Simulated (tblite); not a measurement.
## Molecular dynamics of C₅H₅N (part 2 of 2)

The same run, continued: C₅H₅N; GFN1-xTB Langevin dynamics, gas phase (tblite 0.8.0). 

Geometry of the input (Å):
```
C  -1.2321  -0.5632  -0.0292
C  0.0763  0.2054  -0.0780
C  -0.0312  1.5150  -0.6347
N  -0.1145  2.5668  -1.0817
C  1.3995  -0.5144  -0.2281
C  1.1602  -0.0323  0.9516
H  -1.9660  -0.0313  0.5749
H  -1.0673  -1.5469  0.4055
H  -1.6411  -0.6866  -1.0312
H  2.0115  -1.0401  -0.9177
H  1.4263  0.1383  1.9648
```

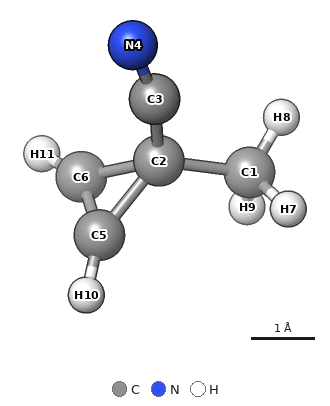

Figure 1. The geometry at step 7125 of the log (ball-and-stick view, seen at a tilt; atoms are numbered from 1 in the order of the input).

**Trajectory as extended XYZ, continued**
```
11
Properties=species:S:1:pos:R:3:forces:R:3 step=5250 time_fs=2625.0 energy=-443.97416 temperature=189.7
C     2.0289    3.3056   -1.8057   -0.0120   0.6120  -0.6300
C     1.4387    2.0538   -2.4758   -0.1160   0.2390  -0.0460
C     2.4896    1.0682   -2.4117    1.8220  -1.3480  -0.3720
N     3.4782    0.4455   -2.4007   -1.9530   0.9950   0.0580
C     0.3397    2.0237   -3.5295   -0.1050  -0.3360   2.7410
C    -0.0126    1.7473   -2.2701    0.5970   0.2450  -2.4180
H     3.0628    3.5131   -2.1819   -0.8740  -0.1510   0.2820
H     2.0784    3.0073   -0.7571    0.1010   0.5800   0.0950
H     1.3943    4.2180   -1.9641    0.5140  -0.8820   0.2630
H     0.0487    2.1274   -4.5436    0.1150   0.1130  -0.2850
H    -0.7933    1.4647   -1.6099   -0.0900  -0.0670   0.3110
11
Properties=species:S:1:pos:R:3:forces:R:3 step=5625 time_fs=2812.5 energy=-443.86979 temperature=254.0
C     2.1419    3.4375   -2.1874    0.9150  -1.6700   1.0940
C     1.2571    2.2929   -2.7010    0.3910  -0.4620  -1.5810
C     2.0028    1.0125   -2.6205   -1.7920   2.5560  -0.2860
N     2.7401    0.1497   -2.6541    1.0140  -1.5420   0.0910
C     0.2791    2.4869   -3.9384    1.4440  -0.0240   0.3290
C    -0.2258    2.4076   -2.7578    0.1280  -0.5160   0.4400
H     3.0209    3.6902   -2.8020   -0.3500  -0.4880   0.0720
H     2.4975    3.0996   -1.1534   -0.3070   0.6650  -1.2850
H     1.5642    4.3050   -2.0961   -0.8900   1.3470   0.2760
H     0.1208    2.5726   -4.9912    0.2960   0.0680  -0.0020
H    -1.1068    2.2297   -2.2285   -0.8490   0.0670   0.8520
11
Properties=species:S:1:pos:R:3:forces:R:3 step=6000 time_fs=3000.0 energy=-443.94281 temperature=361.4
C     2.0282    3.9064   -2.3237   -0.5880   0.5080   0.5730
C     1.0604    2.8492   -2.8772   -0.6840   0.2540  -0.6720
C     1.4426    1.4358   -2.6304   -0.6790   0.6620  -1.1750
N     1.6565    0.2995   -2.6537   -0.0290   0.8450   0.3730
C     0.3091    3.3061   -4.1445    1.4360  -0.6770  -0.9340
C    -0.4418    3.2506   -3.1206    0.7590  -0.7180   2.1820
H     3.0665    3.6343   -2.4903    0.0290  -0.1930   0.0500
H     1.8401    4.0510   -1.2445    0.2750  -0.1650  -0.2880
H     1.8734    4.9040   -2.7843   -0.0920  -0.6620   0.0290
H     0.4470    3.5306   -5.1774    0.0310  -0.0410  -0.1490
H    -1.3150    3.2790   -2.5263   -0.4560   0.1880   0.0110
11
Properties=species:S:1:pos:R:3:forces:R:3 step=6375 time_fs=3187.5 energy=-444.02562 temperature=166.4
C     2.3049    4.6426   -2.9852    0.3650   0.4850   0.1380
C     1.3038    3.5313   -3.2699   -0.2010   0.0970  -1.1610
C     1.5536    2.2182   -2.7026   -0.1750   1.1580  -0.8420
N     1.6692    1.1110   -2.4436    0.1660  -0.8200   0.5000
C     0.6885    3.5261   -4.6871    0.4130  -0.2200   0.4970
C    -0.1116    3.8231   -3.7129   -0.6140  -0.2970   0.4250
H     3.2082    4.6029   -3.6560   -1.0890   0.1150   0.3220
H     2.6904    4.4595   -1.9931    0.1740   0.1280   0.5050
H     1.8372    5.6629   -2.9821    0.4100  -0.9720  -0.2790
H     0.9195    3.3742   -5.7169   -0.0020  -0.0030  -0.0400
H    -1.1388    3.8651   -3.3648    0.5530   0.3290  -0.0650
11
Properties=species:S:1:pos:R:3:forces:R:3 step=6750 time_fs=3375.0 energy=-444.00069 temperature=255.8
C     3.1775    4.5726   -3.1871   -0.5600   0.4050  -0.3350
C     1.9561    3.7596   -3.6349   -0.2540   0.0350   0.5930
C     1.9576    2.4088   -3.0556   -0.8690  -0.0080  -0.7060
N     1.7426    1.3229   -2.7242    0.4270   0.6420   0.0200
C     1.2534    4.0180   -4.9411    0.2090  -0.1660   1.0000
C     0.5756    4.4112   -3.9003    0.3390  -0.5500   0.0720
H     4.0629    3.9849   -3.0933    0.6040  -0.7100  -0.5540
H     3.0737    4.9527   -2.2005   -0.6300   0.4250   1.0860
H     3.3630    5.4426   -3.8100   -0.0180  -0.0890  -0.3640
H     1.3892    3.8653   -5.9684    0.0210  -0.0280  -0.8420
H    -0.4016    4.7068   -3.5278    0.7290   0.0430   0.0290
11
Properties=species:S:1:pos:R:3:forces:R:3 step=7125 time_fs=3562.5 energy=-443.91595 temperature=234.9
C     3.7211    4.5225   -3.0051   -0.7970  -1.2160  -2.3500
C     2.4450    3.7331   -3.5960    1.1550   2.2000  -0.0110
C     2.3174    2.3993   -3.1438   -1.8020  -2.7720   0.7640
N     1.8995    1.3612   -2.7870    1.3350   2.1550  -0.7280
C     1.8826    4.1713   -4.9535    0.3960  -0.2730   0.8500
C     1.1668    4.5040   -3.9291    0.1690  -0.0620   0.5530
H     4.6187    4.2033   -3.5571   -0.2970  -0.0690   0.0640
H     3.9113    4.3598   -1.9906   -0.1090  -0.5680   1.5920
H     3.6421    5.5731   -3.1500   -0.4010   0.8780  -0.2680
H     2.0337    4.2422   -5.9931    0.2400  -0.1670  -0.5780
H     0.2985    4.9930   -3.5347    0.1120  -0.1070   0.1120
11
Properties=species:S:1:pos:R:3:forces:R:3 step=7500 time_fs=3750.0 energy=-443.72117 temperature=369.6
C     3.2124    4.4985   -2.6967    0.5370  -0.2660   0.9890
C     2.2438    3.6599   -3.4462   -0.8360  -2.1680   1.2920
C     2.0072    2.3031   -2.8623   -0.4550   0.3100   1.0690
N     1.6504    1.3826   -2.2518    0.5990   0.8860  -0.9640
C     2.1926    3.7027   -4.8825   -2.1870   1.1440  -2.6190
C     1.0912    4.1452   -4.2943    1.0980   0.2990   0.1020
H     4.1884    4.2047   -3.0367    0.7010   0.0300  -0.0100
H     3.1596    4.3451   -1.6260   -0.0710  -0.4710   0.3080
H     3.1119    5.5491   -2.7805   -0.3490   1.0710  -0.7220
H     2.4589    3.6721   -5.9291    0.7600  -0.4270   0.5030
H     0.1880    4.7326   -4.2822    0.2030  -0.4090   0.0510
11
Properties=species:S:1:pos:R:3:forces:R:3 step=7875 time_fs=3937.5 energy=-443.67271 temperature=385.5
C     2.4815    4.9418   -2.2429    1.3380  -0.0790  -2.3720
C     2.1268    3.7017   -3.0887    0.1300  -0.3990   2.8620
C     1.5730    2.6232   -2.3228    0.5920   1.0470   0.2590
N     0.9870    1.9867   -1.5844   -0.8310  -1.3910   0.9590
C     2.8022    3.3484   -4.3124   -1.0560  -0.0490  -2.8260
C     1.5430    3.7292   -4.4353    0.1070   0.6040  -0.7540
H     2.5056    5.6839   -3.0595    0.0850   0.4410   0.7500
H     3.4875    4.9247   -1.7679   -0.7880  -0.3140  -0.2530
H     1.7110    5.1448   -1.5611   -0.8770   0.3270   0.9770
H     3.4893    2.9094   -4.9954    0.7700  -0.0670   0.4490
H     0.5924    3.9615   -4.8935    0.5310  -0.1200  -0.0520
11
Properties=species:S:1:pos:R:3:forces:R:3 step=8250 time_fs=4125.0 energy=-443.73835 temperature=440.3
C     2.3241    4.7480   -2.4958    1.8440   0.2940   0.1840
C     2.3356    3.2915   -2.8883   -2.4660  -0.1670   2.6160
C     1.3956    2.5238   -2.0997    1.2340   1.3380  -0.4100
N     0.5839    2.1528   -1.4023   -1.6780  -1.1890   1.3530
C     3.2996    2.5146   -3.6307    3.3740  -1.3980  -0.2680
C     2.2730    2.8976   -4.2871   -1.2010   0.7700  -3.5110
H     3.0223    5.1417   -3.2398   -0.0210   0.7680   0.2540
H     2.7221    4.9740   -1.4605   -0.6010  -0.3930  -1.1120
H     1.3460    5.1707   -2.6664   -0.2360   0.1140   0.2020
H     4.2380    1.9660   -3.5891   -0.4970   0.3510   0.0470
H     1.7716    3.1433   -5.2265    0.2470  -0.4880   0.6450
11
Properties=species:S:1:pos:R:3:forces:R:3 step=8625 time_fs=4312.5 energy=-443.91382 temperature=383.4
C     2.1861    4.1764   -3.1399   -0.2400   0.1110   0.6030
C     2.3345    2.6286   -3.0300    0.4720   1.8560   0.1410
C     1.2735    2.0877   -2.2671    0.1150  -0.5600  -0.0570
N     0.3982    1.6002   -1.7150   -0.6470  -0.2310   0.5250
C     3.7231    1.9180   -3.1748   -2.4250   0.9830  -0.7340
C     2.8782    1.9535   -4.1817    1.3050  -1.7370  -1.3940
H     2.5512    4.6203   -4.0481    0.2960  -0.3620  -0.7710
H     2.8222    4.6163   -2.3739   -0.3880   0.2310   0.4030
H     1.1204    4.5208   -3.0779    0.9220  -0.5250   0.3800
H     4.6018    1.6630   -2.6597    0.4990  -0.0720   0.2290
H     2.6760    1.6168   -5.2038    0.0920   0.3070   0.6760
11
Properties=species:S:1:pos:R:3:forces:R:3 step=9000 time_fs=4500.0 energy=-444.00434 temperature=240.8
C     1.8903    3.6927   -3.8405    1.4090   1.0160  -0.6840
C     2.0852    2.3148   -3.2962    0.3330  -0.2530   0.1850
C     0.8466    1.9028   -2.6932   -0.6670  -2.1030   1.5010
N     0.0053    1.3760   -2.0817    0.9290   1.0930  -1.0480
C     3.4531    1.8444   -2.7506   -1.3190   0.1770  -0.2830
C     3.0588    1.3455   -3.8848    0.3040  -0.6460  -1.1590
H     2.8170    4.0524   -4.3634   -0.7620  -0.1700   0.5390
H     1.6327    4.3444   -3.0186    0.1300   0.4400   0.2080
H     1.0754    3.7403   -4.5391   -0.3850  -0.1630  -0.4420
H     4.0517    1.8986   -1.8765    0.2730   0.0240   0.0730
H     3.2684    0.7528   -4.8005   -0.2430   0.5840   1.1090
```

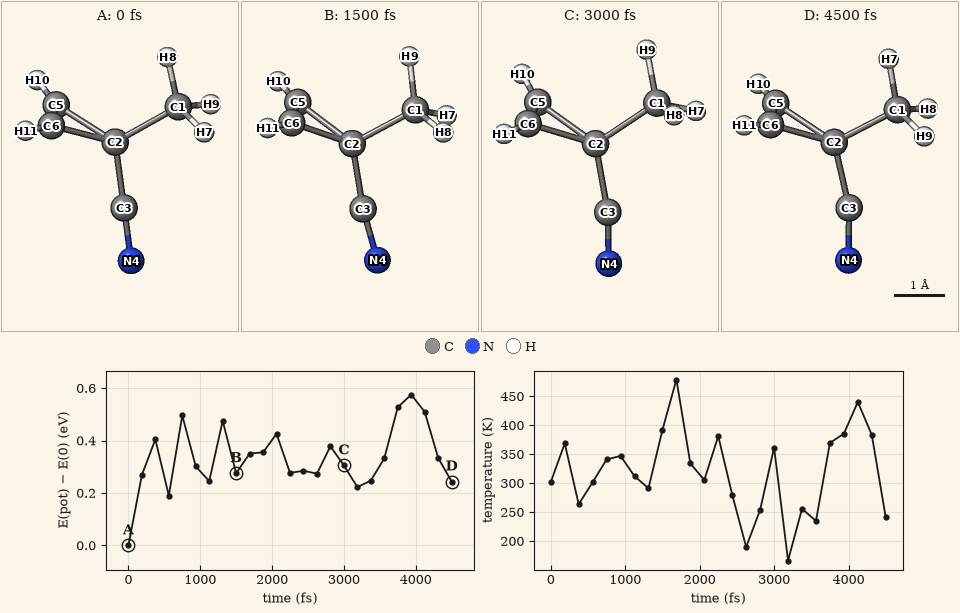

Figure 2. Frames of the molecular dynamics (ball-and-stick, seen at a tilt) above the curves, on which the letters mark them. The trajectory kept here has 25 frames over 4500 fs. The temperature starts at 302 K, ranges from 166 to 479 K and averages 303 K over the second half. The potential energy ends 0.244 eV above its first value. After an unweighted best fit of the last frame on the first, the root-mean-square displacement is 0.89 Å, and H8 has moved furthest (1.69 Å).

**Key numbers**

- outcome: finished
- mean temperature over the second half: 303 K
- trajectory: 25 frames kept, 4500 fs
- wall time: 41 s
- peak memory: 0.45 GiB
